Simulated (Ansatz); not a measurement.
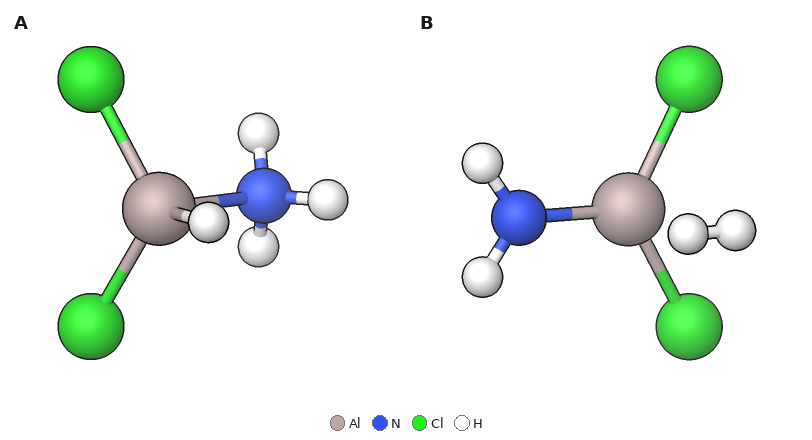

2 stationary structures of one formula. Geometries: PBE0-D4/def2-TZVP. Electronic energies: CCSD(T)/CBS (MP2 limit from def2-TZVPP and def2-QZVPP plus CCSD(T) − MP2) (Ansatz 0.2.0), without zero-point energy. Each is one conformer, not always the lowest.

**Which structure is the most stable?**

A is lowest (Cs, a saddle point of order 1); B lies 0.697 eV above it (Cs, a minimum).
